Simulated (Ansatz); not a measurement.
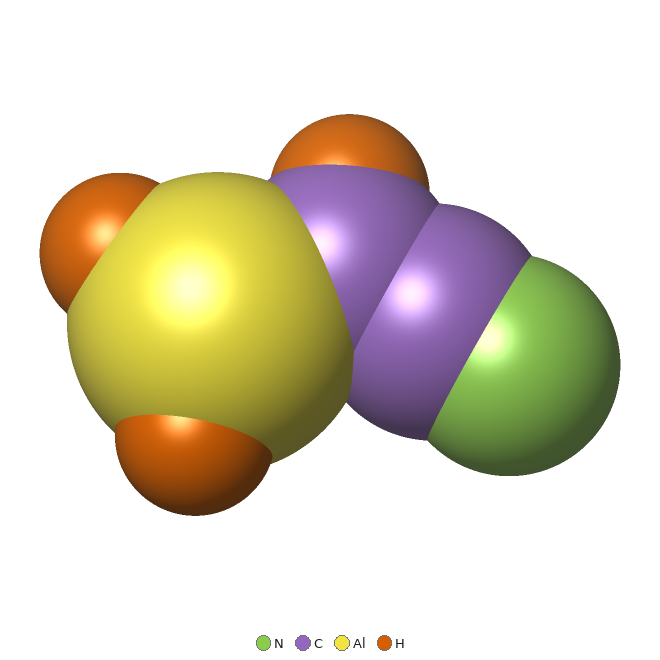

The species has charge −1 and is a spin singlet. The geometry was computed by an optimisation with PBE0-D4/def2-TZVPD. No frequency run is at hand to confirm it as a minimum.

Give the structural formula.

SMILES: N#C[CH-][AlH2]

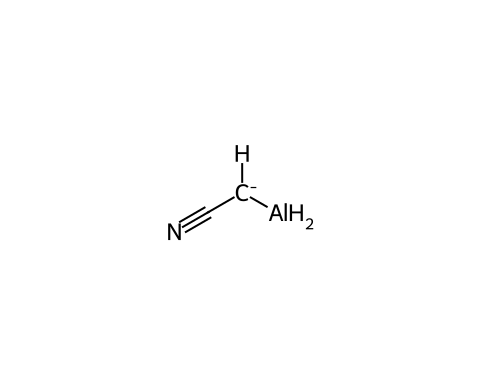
